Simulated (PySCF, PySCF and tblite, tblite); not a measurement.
**C4H6F2O: conformers and averaged spectra**

Aim: find the conformers of C4H6F2O (`FC(F)[C@@H]1CCO1`), weigh them, and average their properties.

Programs: PySCF 2.14.0 with density-fitted response routines of our own, and tblite 0.8.0. All values are computed, except where a source is named. Atoms count from 0 throughout.

### Step 1. The molecule as given

13 atoms, charge 0, multiplicity 1; geometry from: MMFF94s geometry.

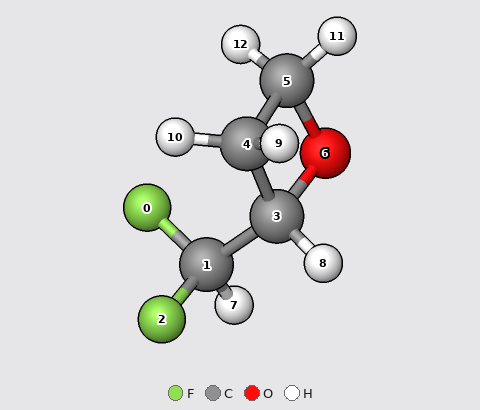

The starting geometry (fluorine green, carbon grey, oxygen red, hydrogen white), atoms numbered.

### Step 2. GFN2-xTB relaxation, conformer 1

The job: settings as JSON, then the geometry in Å.

```
{"job": {"xc": "GFN2-xTB", "basis": "xTB", "kind": "relax"}, "charge": 0, "multiplicity": 1}
F      1.489300     1.036900    -0.945300
C      1.636100     0.175100     0.078300
F      2.323000    -0.903900    -0.406800
C      0.287700    -0.290400     0.586500
C     -0.760900    -0.676200    -0.451500
C     -1.461800     0.614500    -0.039900
O     -0.543100     0.803800     1.068000
H      2.252100     0.645700     0.872000
H      0.402900    -1.056900     1.383200
H     -1.324200    -1.587200    -0.228200
H     -0.420100    -0.700600    -1.497900
H     -2.493200     0.496100     0.303700
H     -1.392300     1.443600    -0.739900
```

Run with:

```
> OMP_NUM_THREADS=1 python ens_run.py task.json out
```

One launch serves the whole session.

Log:

```text
step      E/eV     max force
  0    -683.75037    1.537
  1    -683.79861    0.335
  2    -683.80648    0.238
  3    -683.81143    0.179
  4    -683.81413    0.103
  5    -683.81549    0.098
  6    -683.81697    0.093
  7    -683.81812    0.083
  8    -683.81893    0.064
  9    -683.81946    0.053
 10    -683.81991    0.057
 11    -683.82030    0.057
 12    -683.82064    0.049
 13    -683.82099    0.047
 14    -683.82138    0.055
 15    -683.82182    0.069
 16    -683.82226    0.070
 17    -683.82270    0.058
 18    -683.82317    0.067
 19    -683.82365    0.062
 20    -683.82412    0.052
 21    -683.82456    0.050
 22    -683.82500    0.059
 23    -683.82549    0.068
 24    -683.82602    0.068
 25    -683.82662    0.073
 26    -683.82731    0.078
 27    -683.82811    0.105
 28    -683.82895    0.098
 29    -683.82979    0.075
 30    -683.83063    0.090
 31    -683.83149    0.084
 32    -683.83217    0.061
 33    -683.83255    0.052
 34    -683.83280    0.053
 35    -683.83306    0.050
 36    -683.83323    0.094
 37    -683.83355    0.058
 38    -683.83380    0.040
 39    -683.83434    0.042
 40    -683.83453    0.044
 41    -683.83472    0.026
 42    -683.83472    0.026
 43    -683.83476    0.020
 44    -683.83486    0.022
 45    -683.83491    0.023
 46    -683.83495    0.014
 47    -683.83498    0.011
 48    -683.83500    0.013
 49    -683.83501    0.007
 50    -683.83502    0.007
 51    -683.83502    0.008
 52    -683.83503    0.009
 53    -683.83504    0.007
 54    -683.83505    0.007
 55    -683.83506    0.008
 56    -683.83506    0.008
 57    -683.83507    0.007
 58    -683.83507    0.005
 59    -683.83508    0.005
 60    -683.83508    0.007
 61    -683.83509    0.007
 62    -683.83509    0.007
 63    -683.83510    0.007
 64    -683.83511    0.008
 65    -683.83511    0.008
 66    -683.83512    0.007
 67    -683.83512    0.007
 68    -683.83513    0.006
 69    -683.83514    0.009
 70    -683.83514    0.009
 71    -683.83515    0.008
 72    -683.83516    0.007
 73    -683.83517    0.007
 74    -683.83518    0.006
 75    -683.83518    0.005
 76    -683.83519    0.006
 77    -683.83519    0.005
 78    -683.83520    0.004
 79    -683.83520    0.005
 80    -683.83520    0.004
```

It took 0.37 s on 1 thread of Arm Neoverse V1, shared host.

Relaxing gained 0.085 eV and moved the atoms by 0.18 Å on average (rms).

**GFN2-xTB relaxation, conformer 2**

The job: settings as JSON, then the geometry in Å.

```
{"job": {"xc": "GFN2-xTB", "basis": "xTB", "kind": "relax"}, "charge": 0, "multiplicity": 1}
F      2.257200     1.070500    -0.076700
C      1.684700    -0.142800     0.129700
F      2.499900    -1.055800    -0.476800
C      0.312800    -0.162700    -0.502900
C     -0.721600     0.804400     0.091300
C     -1.620800    -0.425200     0.193000
O     -0.493300    -1.303800    -0.059200
H      1.684800    -0.344300     1.218500
H      0.370500    -0.149600    -1.589100
H     -1.075400     1.577000    -0.600500
H     -0.457600     1.254300     1.043000
H     -2.383600    -0.528600    -0.579300
H     -2.061900    -0.593000     1.191200
```

Log:

```text
step      E/eV     max force
  0    -683.72460    1.444
  1    -683.77393    0.298
  2    -683.78018    0.185
  3    -683.78531    0.166
  4    -683.78823    0.118
  5    -683.78948    0.100
  6    -683.79053    0.079
  7    -683.79139    0.090
  8    -683.79207    0.067
  9    -683.79271    0.073
 10    -683.79350    0.118
 11    -683.79452    0.149
 12    -683.79576    0.133
 13    -683.79719    0.135
 14    -683.79884    0.136
 15    -683.80080    0.148
 16    -683.80311    0.213
 17    -683.80572    0.205
 18    -683.80839    0.141
 19    -683.81078    0.122
 20    -683.81292    0.115
 21    -683.81484    0.098
 22    -683.81653    0.109
 23    -683.81793    0.082
 24    -683.81905    0.083
 25    -683.82000    0.079
 26    -683.82081    0.074
 27    -683.82143    0.092
 28    -683.82213    0.091
 29    -683.82288    0.076
 30    -683.82342    0.071
 31    -683.82403    0.083
 32    -683.82459    0.078
 33    -683.82511    0.064
 34    -683.82557    0.052
 35    -683.82596    0.050
 36    -683.82624    0.036
 37    -683.82624    0.036
 38    -683.82633    0.032
 39    -683.82647    0.027
 40    -683.82655    0.030
 41    -683.82668    0.029
 42    -683.82677    0.026
 43    -683.82684    0.019
 44    -683.82688    0.018
 45    -683.82693    0.017
 46    -683.82698    0.019
 47    -683.82702    0.016
 48    -683.82706    0.017
 49    -683.82710    0.013
 50    -683.82712    0.014
 51    -683.82714    0.014
 52    -683.82716    0.014
 53    -683.82718    0.014
 54    -683.82720    0.015
 55    -683.82723    0.016
 56    -683.82725    0.013
 57    -683.82728    0.015
 58    -683.82730    0.013
 59    -683.82732    0.012
 60    -683.82733    0.010
 61    -683.82735    0.014
 62    -683.82737    0.017
 63    -683.82740    0.014
 64    -683.82743    0.016
 65    -683.82746    0.014
 66    -683.82748    0.014
 67    -683.82752    0.016
 68    -683.82756    0.017
 69    -683.82759    0.014
 70    -683.82762    0.012
 71    -683.82764    0.013
 72    -683.82767    0.015
 73    -683.82771    0.016
 74    -683.82773    0.013
 75    -683.82775    0.009
 76    -683.82776    0.008
 77    -683.82776    0.008
 78    -683.82777    0.008
 79    -683.82778    0.009
 80    -683.82779    0.005
 81    -683.82779    0.003
```

Run time: 0.35 s. Hardware: 1 thread of Arm Neoverse V1, shared host.

Gain 0.103 eV; displacement 0.24 Å root mean square.

GFN2-xTB relaxation, conformer 3:

The job: settings as JSON, then the geometry in Å.

```
{"job": {"xc": "GFN2-xTB", "basis": "xTB", "kind": "relax"}, "charge": 0, "multiplicity": 1}
F      2.389000     0.990500     0.742800
C      1.636900     0.072400     0.070600
F      1.571400     0.468500    -1.211100
C      0.252000    -0.013500     0.684300
C     -0.791600    -0.815300    -0.098300
C     -1.422100     0.547800    -0.392300
O     -0.528400     1.204400     0.543600
H      2.173000    -0.885900     0.120500
H      0.305200    -0.318500     1.749300
H     -1.415800    -1.480800     0.504100
H     -0.427100    -1.349100    -0.987800
H     -2.468900     0.647900    -0.094700
H     -1.278100     0.931800    -1.394600
```

Log:

```text
step      E/eV     max force
  0    -683.64887    1.323
  1    -683.69445    0.365
  2    -683.70263    0.259
  3    -683.70712    0.189
  4    -683.71022    0.109
  5    -683.71173    0.102
  6    -683.71305    0.087
  7    -683.71401    0.076
  8    -683.71470    0.078
  9    -683.71521    0.068
 10    -683.71567    0.049
 11    -683.71610    0.049
 12    -683.71649    0.056
 13    -683.71685    0.050
 14    -683.71722    0.058
 15    -683.71761    0.057
 16    -683.71798    0.047
 17    -683.71835    0.055
 18    -683.71872    0.053
 19    -683.71906    0.058
 20    -683.71933    0.047
 21    -683.71953    0.032
 22    -683.71953    0.032
 23    -683.71962    0.026
 24    -683.71981    0.024
 25    -683.71986    0.024
 26    -683.72003    0.026
 27    -683.72013    0.027
 28    -683.72024    0.029
 29    -683.72036    0.037
 30    -683.72053    0.034
 31    -683.72069    0.033
 32    -683.72086    0.034
 33    -683.72101    0.035
 34    -683.72115    0.038
 35    -683.72128    0.034
 36    -683.72139    0.034
 37    -683.72153    0.037
 38    -683.72170    0.038
 39    -683.72188    0.047
 40    -683.72205    0.042
 41    -683.72220    0.031
 42    -683.72238    0.043
 43    -683.72255    0.047
 44    -683.72269    0.034
 45    -683.72278    0.026
 46    -683.72282    0.017
 47    -683.72286    0.017
 48    -683.72291    0.018
 49    -683.72297    0.023
 50    -683.72302    0.022
 51    -683.72305    0.017
 52    -683.72308    0.016
 53    -683.72311    0.012
 54    -683.72313    0.015
 55    -683.72315    0.011
 56    -683.72316    0.011
 57    -683.72318    0.010
 58    -683.72319    0.008
 59    -683.72320    0.007
 60    -683.72320    0.005
 61    -683.72321    0.004
 62    -683.72321    0.004
```

Wall time 0.27 s (1 thread of Arm Neoverse V1, shared host).

The energy fell by 0.074 eV, and the atoms moved 0.10 Å (root mean square).

### Step 3. Shieldings, conformer 1: WP04/pcSseg-1 in methanol

The job: settings as JSON, then the geometry in Å.

```
{"job": {"xc": "WP04", "basis": "pcSseg-1", "solvent": "methanol", "kind": "nmr", "pop": true}, "charge": 0, "multiplicity": 1}
F      1.600659     0.760915    -1.116357
C      1.652717     0.127778     0.077199
F      2.442274    -0.958646    -0.106980
C      0.265524    -0.299656     0.561177
C     -0.776491    -0.616647    -0.517609
C     -1.501815     0.619200     0.023613
O     -0.493521     0.810062     1.028016
H      2.143075     0.799185     0.797671
H      0.409184    -1.060316     1.338250
H     -1.297398    -1.559142    -0.378873
H     -0.415661    -0.534729    -1.538878
H     -2.481141     0.440643     0.472180
H     -1.551796     1.471839    -0.657136
```

Log:

```text
coarse grid: 11328 points
cycle   1  E = -439.2431370274  dE =  9.620e-01  |g| = 1.282e+00  |ddm| = 3.152e+00
cycle   2  E = -438.7912141939  dE =  4.519e-01  |g| = 2.075e+00  |ddm| = 2.003e+00
cycle   3  E = -439.4872770485  dE = -6.961e-01  |g| = 1.802e-01  |ddm| = 1.447e+00
cycle   4  E = -439.4927784069  dE = -5.501e-03  |g| = 8.416e-02  |ddm| = 1.586e-01
cycle   5  E = -439.4939484736  dE = -1.170e-03  |g| = 2.178e-02  |ddm| = 5.541e-02
cycle   6  E = -439.4940267513  dE = -7.828e-05  |g| = 6.343e-03  |ddm| = 1.601e-02
cycle   7  E = -439.4940345339  dE = -7.783e-06  |g| = 1.024e-03  |ddm| = 4.698e-03
final grid: 111480 points
cycle   8  E = -439.5875729043  dE = -6.003e-05  |g| = 1.196e-02  |ddm| = 3.110e-02
cycle   9  E = -439.5875321476  dE =  4.076e-05  |g| = 1.947e-02  |ddm| = 1.773e-02
cycle  10  E = -439.5875996931  dE = -6.755e-05  |g| = 1.626e-03  |ddm| = 1.096e-02
cycle  11  E = -439.5876002206  dE = -5.275e-07  |g| = 2.891e-04  |ddm| = 1.331e-03
cycle  12  E = -439.5876002317  dE = -1.114e-08  |g| = 1.357e-04  |ddm| = 2.327e-04
cycle  13  E = -439.5876002343  dE = -2.586e-09  |g| = 2.778e-05  |ddm| = 8.487e-05
cycle  14  E = -439.5876002344  dE = -1.213e-10  |g| = 8.480e-06  |ddm| = 1.945e-05
converged SCF energy = -439.5876002344

GIAO shielding tensors (ppm)
atom      isotropic    diamagn.    paramagn.     s11        s22        s33       span
  0 F      327.239     478.401    -151.161    229.853    356.497    395.368    165.516
  1 C       48.444     241.135    -192.691     32.640     50.465     62.227     29.587
  2 F      325.625     474.533    -148.909    214.636    352.266    409.972    195.335
  3 C       88.425     250.647    -162.222     69.090     72.795    123.390     54.300
  4 C      149.945     250.850    -100.905    131.325    145.180    173.331     42.007
  5 C       99.208     248.004    -148.796     70.049     74.134    153.440     83.391
  6 O      286.445     402.026    -115.581    217.751    298.757    342.827    125.077
  7 H       25.609      27.356      -1.747     23.457     24.795     28.575      5.118
  8 H       27.031      30.586      -3.555     24.057     27.196     29.839      5.782
  9 H       29.037      29.929      -0.892     26.018     27.390     33.704      7.686
 10 H       28.996      31.009      -2.013     25.667     29.209     32.112      6.445
 11 H       27.214      28.750      -1.536     24.539     25.361     31.743      7.204
 12 H       27.235      29.827      -2.592     24.601     25.293     31.810      7.209
```

Run time: 16 s. Hardware: 1 thread of Arm Neoverse V1, shared host; peak memory 0.73 GiB.

Key values: HOMO -8.79 eV, LUMO -0.30 eV; dipole 2.21 D.

### Step 4. Single-point energy, conformer 1: B3LYP/def2-SVP in methanol

Changed since step 3:

```diff
@@ -1,2 +1,2 @@
-{"job": {"xc": "WP04", "basis": "pcSseg-1", "solvent": "methanol", "kind": "nmr", "pop": true}, "charge": 0, "multiplicity": 1}
+{"job": {"xc": "B3LYP", "basis": "def2-SVP", "solvent": "methanol", "kind": "sp"}, "charge": 0, "multiplicity": 1}
 F      1.600659     0.760915    -1.116357
```

Log:

```text
coarse grid: 11328 points
cycle   1  E = -430.3711897177  dE =  9.624e-01  |g| = 8.898e-01  |ddm| = 3.738e+00
cycle   2  E = -430.1765020320  dE =  1.947e-01  |g| = 1.382e+00  |ddm| = 1.826e+00
cycle   3  E = -430.5079035196  dE = -3.314e-01  |g| = 8.210e-02  |ddm| = 1.157e+00
cycle   4  E = -430.5089027388  dE = -9.992e-04  |g| = 4.713e-02  |ddm| = 9.712e-02
cycle   5  E = -430.5093206215  dE = -4.179e-04  |g| = 8.869e-03  |ddm| = 4.077e-02
cycle   6  E = -430.5093328223  dE = -1.220e-05  |g| = 3.278e-03  |ddm| = 9.407e-03
cycle   7  E = -430.5093351499  dE = -2.328e-06  |g| = 2.865e-04  |ddm| = 3.290e-03
final grid: 111480 points
cycle   8  E = -430.5827387460  dE = -3.567e-05  |g| = 6.763e-03  |ddm| = 2.804e-02
cycle   9  E = -430.5827293878  dE =  9.358e-06  |g| = 9.909e-03  |ddm| = 1.339e-02
cycle  10  E = -430.5827479344  dE = -1.855e-05  |g| = 7.432e-04  |ddm| = 7.793e-03
cycle  11  E = -430.5827480443  dE = -1.099e-07  |g| = 1.910e-04  |ddm| = 8.368e-04
cycle  12  E = -430.5827480506  dE = -6.256e-09  |g| = 6.328e-05  |ddm| = 1.903e-04
cycle  13  E = -430.5827480512  dE = -6.526e-10  |g| = 1.602e-05  |ddm| = 6.024e-05
converged SCF energy = -430.5827480512
```

It took 5.6 s on 1 thread of Arm Neoverse V1, shared host; peak memory 0.58 GiB.

In short: HOMO -7.13 eV, LUMO 1.87 eV; dipole 1.92 D.

### Step 5. Shieldings, conformer 2: WP04/pcSseg-1 in methanol

The job: settings as JSON, then the geometry in Å.

```
{"job": {"xc": "WP04", "basis": "pcSseg-1", "solvent": "methanol", "kind": "nmr", "pop": false}, "charge": 0, "multiplicity": 1}
F      2.119711     1.056811     0.303722
C      1.622848    -0.200081     0.176800
F      2.558790    -0.906659    -0.492654
C      0.296683    -0.169122    -0.584498
C     -0.728370     0.836806    -0.046774
C     -1.565299    -0.404557     0.276744
O     -0.545290    -1.266641    -0.244782
H      1.518557    -0.634359     1.182323
H      0.504972    -0.125068    -1.659222
H     -1.149103     1.503665    -0.792985
H     -0.390343     1.410294     0.812119
H     -2.496344    -0.506089    -0.284988
H     -1.751199    -0.594514     1.336466
```

Log:

```text
coarse grid: 11328 points
cycle   1  E = -439.2434976075  dE =  9.616e-01  |g| = 1.281e+00  |ddm| = 3.155e+00
cycle   2  E = -438.8015473677  dE =  4.420e-01  |g| = 2.063e+00  |ddm| = 1.965e+00
cycle   3  E = -439.4868008948  dE = -6.853e-01  |g| = 1.789e-01  |ddm| = 1.405e+00
cycle   4  E = -439.4923639349  dE = -5.563e-03  |g| = 8.039e-02  |ddm| = 1.553e-01
cycle   5  E = -439.4934446580  dE = -1.081e-03  |g| = 2.165e-02  |ddm| = 5.304e-02
cycle   6  E = -439.4935220419  dE = -7.738e-05  |g| = 6.135e-03  |ddm| = 1.570e-02
cycle   7  E = -439.4935291561  dE = -7.114e-06  |g| = 1.095e-03  |ddm| = 4.427e-03
final grid: 111480 points
cycle   8  E = -439.5867084054  dE = -5.658e-05  |g| = 1.279e-02  |ddm| = 3.093e-02
cycle   9  E = -439.5866611140  dE =  4.729e-05  |g| = 2.097e-02  |ddm| = 1.853e-02
cycle  10  E = -439.5867383990  dE = -7.728e-05  |g| = 1.629e-03  |ddm| = 1.153e-02
cycle  11  E = -439.5867389316  dE = -5.326e-07  |g| = 2.848e-04  |ddm| = 1.330e-03
cycle  12  E = -439.5867389420  dE = -1.047e-08  |g| = 1.387e-04  |ddm| = 2.331e-04
cycle  13  E = -439.5867389448  dE = -2.782e-09  |g| = 2.700e-05  |ddm| = 8.529e-05
cycle  14  E = -439.5867389449  dE = -1.197e-10  |g| = 8.041e-06  |ddm| = 1.969e-05
converged SCF energy = -439.5867389449

GIAO shielding tensors (ppm)
atom      isotropic    diamagn.    paramagn.     s11        s22        s33       span
  0 F      323.901     475.924    -152.023    216.555    356.520    398.628    182.073
  1 C       45.406     243.663    -198.257     32.273     50.451     53.494     21.220
  2 F      317.881     473.839    -155.958    227.568    356.129    369.946    142.378
  3 C       87.981     250.482    -162.501     68.113     74.504    121.327     53.214
  4 C      147.418     251.378    -103.960    127.829    141.321    173.104     45.275
  5 C       99.879     248.254    -148.376     70.478     74.622    154.536     84.058
  6 O      285.661     401.497    -115.836    227.392    285.212    344.379    116.986
  7 H       25.410      28.958      -3.549     23.900     25.152     27.177      3.277
  8 H       26.981      30.434      -3.453     24.525     26.889     29.528      5.003
  9 H       28.991      30.056      -1.065     26.182     27.451     33.342      7.160
 10 H       29.216      31.252      -2.036     26.761     28.444     32.443      5.682
 11 H       27.228      28.779      -1.552     24.581     25.448     31.654      7.073
 12 H       27.243      29.709      -2.466     24.584     25.347     31.798      7.214
```

It took 14 s on 1 thread of Arm Neoverse V1, shared host; peak memory 0.83 GiB.

In short: HOMO -8.80 eV, LUMO -0.44 eV; dipole 3.57 D.

### Step 6. Single-point energy, conformer 2: B3LYP/def2-SVP in methanol

Changed since step 5:

```diff
@@ -1,2 +1,2 @@
-{"job": {"xc": "WP04", "basis": "pcSseg-1", "solvent": "methanol", "kind": "nmr", "pop": false}, "charge": 0, "multiplicity": 1}
+{"job": {"xc": "B3LYP", "basis": "def2-SVP", "solvent": "methanol", "kind": "sp"}, "charge": 0, "multiplicity": 1}
 F      2.119711     1.056811     0.303722
```

Log:

```text
coarse grid: 11328 points
cycle   1  E = -430.3695937225  dE =  9.633e-01  |g| = 8.922e-01  |ddm| = 3.738e+00
cycle   2  E = -430.1764439443  dE =  1.931e-01  |g| = 1.382e+00  |ddm| = 1.903e+00
cycle   3  E = -430.5067573641  dE = -3.303e-01  |g| = 8.156e-02  |ddm| = 1.205e+00
cycle   4  E = -430.5077715562  dE = -1.014e-03  |g| = 4.583e-02  |ddm| = 9.643e-02
cycle   5  E = -430.5081737779  dE = -4.022e-04  |g| = 8.785e-03  |ddm| = 4.099e-02
cycle   6  E = -430.5081855838  dE = -1.181e-05  |g| = 3.401e-03  |ddm| = 9.564e-03
cycle   7  E = -430.5081880392  dE = -2.455e-06  |g| = 3.211e-04  |ddm| = 3.301e-03
final grid: 111480 points
cycle   8  E = -430.5811793031  dE = -3.474e-05  |g| = 7.215e-03  |ddm| = 2.942e-02
cycle   9  E = -430.5811679184  dE =  1.138e-05  |g| = 1.076e-02  |ddm| = 1.429e-02
cycle  10  E = -430.5811896054  dE = -2.169e-05  |g| = 7.598e-04  |ddm| = 8.538e-03
cycle  11  E = -430.5811897235  dE = -1.181e-07  |g| = 1.780e-04  |ddm| = 8.566e-04
cycle  12  E = -430.5811897288  dE = -5.280e-09  |g| = 6.425e-05  |ddm| = 1.866e-04
cycle  13  E = -430.5811897294  dE = -6.846e-10  |g| = 1.496e-05  |ddm| = 6.256e-05
converged SCF energy = -430.5811897294
```

Wall time 5.5 s (1 thread of Arm Neoverse V1, shared host); peak memory 0.58 GiB.

In short: HOMO -7.14 eV, LUMO 1.75 eV; dipole 3.11 D.

### Step 7. Shieldings, conformer 3: WP04/pcSseg-1 in methanol

The job: settings as JSON, then the geometry in Å.

```
{"job": {"xc": "WP04", "basis": "pcSseg-1", "solvent": "methanol", "kind": "nmr", "pop": false}, "charge": 0, "multiplicity": 1}
F      2.444453     0.894628     0.791473
C      1.641604     0.055326     0.102043
F      1.638873     0.479906    -1.180947
C      0.224905     0.028700     0.682125
C     -0.772938    -0.804698    -0.130233
C     -1.465323     0.539118    -0.382996
O     -0.513011     1.220273     0.440709
H      2.103569    -0.946777     0.124270
H      0.306089    -0.194783     1.752681
H     -1.347783    -1.520474     0.449802
H     -0.355424    -1.284165    -1.011568
H     -2.478034     0.637400     0.013565
H     -1.431367     0.896033    -1.414737
```

Log:

```text
coarse grid: 11328 points
cycle   1  E = -439.2433208441  dE =  9.712e-01  |g| = 1.286e+00  |ddm| = 3.150e+00
cycle   2  E = -438.7770316236  dE =  4.663e-01  |g| = 2.097e+00  |ddm| = 2.070e+00
cycle   3  E = -439.4889064376  dE = -7.119e-01  |g| = 1.834e-01  |ddm| = 1.518e+00
cycle   4  E = -439.4946873302  dE = -5.781e-03  |g| = 8.375e-02  |ddm| = 1.594e-01
cycle   5  E = -439.4958653475  dE = -1.178e-03  |g| = 2.139e-02  |ddm| = 5.488e-02
cycle   6  E = -439.4959399061  dE = -7.456e-05  |g| = 6.493e-03  |ddm| = 1.538e-02
cycle   7  E = -439.4959480672  dE = -8.161e-06  |g| = 9.774e-04  |ddm| = 4.715e-03
final grid: 111480 points
cycle   8  E = -439.5873040213  dE = -5.745e-05  |g| = 1.278e-02  |ddm| = 3.370e-02
cycle   9  E = -439.5872556750  dE =  4.835e-05  |g| = 2.113e-02  |ddm| = 1.888e-02
cycle  10  E = -439.5873339784  dE = -7.830e-05  |g| = 1.608e-03  |ddm| = 1.184e-02
cycle  11  E = -439.5873345061  dE = -5.277e-07  |g| = 2.589e-04  |ddm| = 1.299e-03
cycle  12  E = -439.5873345150  dE = -8.886e-09  |g| = 1.276e-04  |ddm| = 2.204e-04
cycle  13  E = -439.5873345173  dE = -2.297e-09  |g| = 2.898e-05  |ddm| = 8.072e-05
cycle  14  E = -439.5873345174  dE = -1.363e-10  |g| = 7.453e-06  |ddm| = 1.956e-05
converged SCF energy = -439.5873345174

GIAO shielding tensors (ppm)
atom      isotropic    diamagn.    paramagn.     s11        s22        s33       span
  0 F      324.307     473.585    -149.279    212.699    351.088    409.133    196.434
  1 C       48.518     240.989    -192.470     26.785     53.682     65.088     38.303
  2 F      335.351     478.046    -142.696    229.238    361.713    415.100    185.862
  3 C       88.750     250.494    -161.744     70.176     74.240    121.833     51.657
  4 C      147.615     251.411    -103.796    128.961    144.099    169.786     40.825
  5 C       99.886     248.076    -148.191     72.208     73.961    153.488     81.280
  6 O      292.455     401.630    -109.175    228.797    303.774    344.794    115.997
  7 H       25.817      27.907      -2.090     23.330     25.374     28.746      5.416
  8 H       26.977      30.366      -3.389     24.249     26.739     29.943      5.694
  9 H       28.995      29.958      -0.963     25.967     27.357     33.661      7.694
 10 H       29.323      31.183      -1.861     26.034     28.928     33.006      6.972
 11 H       27.226      28.771      -1.545     24.627     25.209     31.841      7.214
 12 H       27.219      29.922      -2.703     24.834     25.043     31.779      6.945
```

Run time: 14 s. Hardware: 1 thread of Arm Neoverse V1, shared host; peak memory 0.83 GiB.

In short: HOMO -8.75 eV, LUMO -0.29 eV; dipole 4.77 D.

(Part 1 of 2 ends here.)
